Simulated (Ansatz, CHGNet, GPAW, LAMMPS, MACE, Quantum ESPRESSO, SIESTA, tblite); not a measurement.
# Which run comes nearest? Amorphous 29Ga2O3-71GeO2 (mol %) (86 atoms)

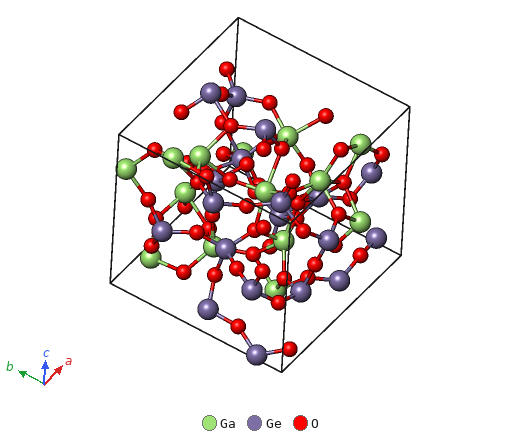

The cell (gallium green, germanium purple, oxygen red). Bonds to atoms that aren't drawn are left out. Some periodic images of atoms are drawn too.

Density of this cell: 4.62 g/cm³. The cell holds 86 atoms: 14 Ga, 17 Ge and 55 O. Cell: a = 10.359 Å, b = 10.359 Å, c = 10.359 Å, α = 90.0°, β = 90.0°, γ = 90.0°. 86 atoms (14 Fe, 17 Ge, 55 O) placed at random at 4.41 g/cm³, melted at 5000 K for 10 ps at fixed volume with the Morse and Coulomb pair potential with partial charges (Pedone, Malavasi, Menziani, Cormack and Segre, J. Phys. Chem. B 110, 11780 (2006)). Quenched from 5000 K to 300 K at 100 K/ps and fixed volume, held 5 ps, then minimised at fixed cell. Then Fe was replaced by Ga and the cell scaled by 1.006 (the potential has no terms for the new elements, so the cell is a start for a DFT relaxation).

Geometry: as built.

The reference, a calculation:

* method: Kohn-Sham DFT, PBE, PAW, plane waves (Ansatz 0.2.0); cutoff 420 eV, Γ point, fermi-dirac smearing of 0.05 eV; PAW set soft_2
* r.m.s. force component: 0.8952 eV/Å
* longest force: 2.886 eV/Å
* pressure: -2.014 GPa
* gap (highest filled to lowest empty level): 0.6548 eV
* SCF cycles: 10
* time: 24 s on 4 threads of Arm Neoverse V1, shared host
* CPU time: 93 s

Q: Estimate the differences from the reference, the CPU time and the memory of each run.
- GPAW PBE, LCAO szp(dzp), h 0.18 Å (GPAW 26.7.0; 1 thread)
- tblite GFN1-xTB (tblite 0.8.0; 1 thread)
- SIESTA PBE, DZP, shift 0.01 Ry, mesh 150 Ry (SIESTA 5.4.2; 2 MPI ranks)
- SIESTA PBE, DZP, shift 0.01 Ry, mesh 500 Ry (SIESTA 5.4.2; 2 MPI ranks)
- QE PBE, sssp-1.3.0-efficiency, 60/480 Ry (Quantum ESPRESSO 7.5; 4 MPI ranks)
- SIESTA PBE, SZ, shift 0.01 Ry, mesh 500 Ry (SIESTA 5.4.2; 1 thread)
- GPAW PBE, LCAO sz(dzp), h 0.18 Å (GPAW 26.7.0; 1 thread)
- GPAW PBE, LCAO dzp, h 0.18 Å (GPAW 26.7.0; 1 thread)
- MACE MP-0b3 medium potential (MACE MP-0b3 medium; 1 thread)
- MACE MPA-0 medium potential (MACE MPA-0 medium; 1 thread)

Differences are against the plane-wave reference, forces as r.m.s. over components; share is that over the reference's r.m.s. force, slope the least-squares factor from reference forces to these. Total energies of different programs have different zeros and aren't compared.

| run | Δ force, r.m.s. (meV/Å) | share (%) | slope | Δ pressure (GPa) | Δ gap (eV) | cores | CPU time | memory (GiB) |
| --- | --- | --- | --- | --- | --- | --- | --- | --- |
| reference | - | - | - | - | - | 4 | 93 s | 1.7 |
| GPAW PBE, LCAO szp(dzp), h 0.18 Å (coarse) | 451 | 50.3 | 1.245 | - | -0.249 | 1 | 2.6 min | 1.4 |
| tblite GFN1-xTB | 554 | 61.9 | 0.509 | -0.176 | - | 1 | 7 s | 0.14 |
| SIESTA PBE, DZP, shift 0.01 Ry, mesh 150 Ry (coarse) | 318 | 35.5 | 1.260 | 5.18 | -0.158 | 2 | 2.1 min | 0.91 |
| SIESTA PBE, DZP, shift 0.01 Ry, mesh 500 Ry | 321 | 35.8 | 1.264 | 4.99 | -0.157 | 2 | 8.2 min | 2.4 |
| QE PBE, sssp-1.3.0-efficiency, 60/480 Ry | 25.9 | 2.89 | 0.980 | -0.486 | -0.0101 | 4 | 23 min | 3.6 |
| SIESTA PBE, SZ, shift 0.01 Ry, mesh 500 Ry (coarse) | 710 | 79.4 | 1.490 | 9.06 | - | 1 | 2.7 min | 1.0 |
| GPAW PBE, LCAO sz(dzp), h 0.18 Å (coarse) | 647 | 72.2 | 1.347 | - | -0.380 | 1 | 67 s | 1.1 |
| GPAW PBE, LCAO dzp, h 0.18 Å | 383 | 42.8 | 1.192 | - | -0.155 | 1 | 3.5 min | 1.5 |
| MACE MP-0b3 medium potential | 93.7 | 10.5 | 0.942 | -0.517 | - | 1 | 8.1 s | 1.1 |
| MACE MPA-0 medium potential | 86.7 | 9.68 | 0.956 | -0.427 | - | 1 | 7.3 s | 1.1 |

Rows marked coarse were listed beforehand as settings not expected to be converged; some can still land near the reference.

Times of the machine-learned potentials are mostly Python's start and the loading of weights.

CPU time is summed over cores on a shared host, where runs went side by side, so it is rough. Symmetry, cutoffs, thresholds, outputs and thread counts weren't matched or tuned between programs; memory under MPI is the largest rank's times the ranks.

PBE on plane waves or a grid with other potentials, cutoffs or grids, coarse settings apart, differs from the reference by 2.9 % (QE PBE, sssp-1.3.0-efficiency, 60/480 Ry) of the r.m.s. force; this holds the reference's own error, so differences of a few per cent don't tell which side is nearer the exact PBE result (QE's 60 Ry are 816 eV, against the reference's 420 eV). The PBE runs in local orbitals, coarse settings apart, differ by 36 % (SIESTA PBE, DZP, shift 0.01 Ry, mesh 500 Ry) to 43 % (GPAW PBE, LCAO dzp, h 0.18 Å); basis, grid and potentials can all enter. Tight binding differs by 62 % (tblite GFN1-xTB); it is another model, with fitted parameters of its own, and the xTB methods hold dispersion. Machine-learned potentials differ by 9.7 % (MACE MPA-0 medium potential) to 10 % (MACE MP-0b3 medium potential); they were trained on other programs' data. Periodic xTB results under one method name differ between programs and library versions. Machine-learned potentials mimic data converged in k, so the reference's own k-point error enters their differences. The network of bonds at the start is that of the classical potential that made the cell, and needn't be the one that DFT or experiment would give. The electronic-structure runs sample only Γ, in a cell whose shortest periodic width is 10 Å.

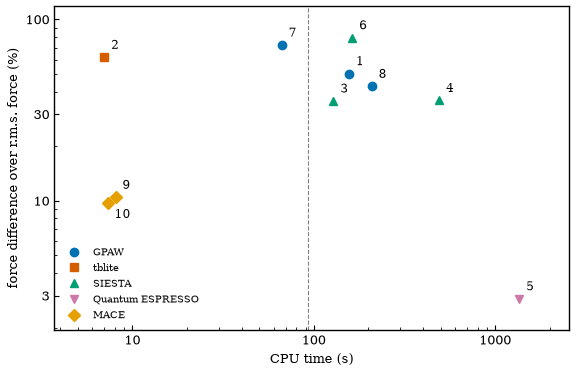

Force difference against CPU time; the dashed line marks the reference's time. Points: 1 GPAW PBE, LCAO szp(dzp), h 0.18 Å; 2 tblite GFN1-xTB; 3 SIESTA PBE, DZP, shift 0.01 Ry, mesh 150 Ry; 4 SIESTA PBE, DZP, shift 0.01 Ry, mesh 500 Ry; 5 QE PBE, sssp-1.3.0-efficiency, 60/480 Ry; 6 SIESTA PBE, SZ, shift 0.01 Ry, mesh 500 Ry; 7 GPAW PBE, LCAO sz(dzp), h 0.18 Å; 8 GPAW PBE, LCAO dzp, h 0.18 Å; 9 MACE MP-0b3 medium potential; 10 MACE MPA-0 medium potential.

[Hosts, paths, dates, database ids (printed as entryN), source tags and the programs' standing remarks are cut or masked in the printed files.]
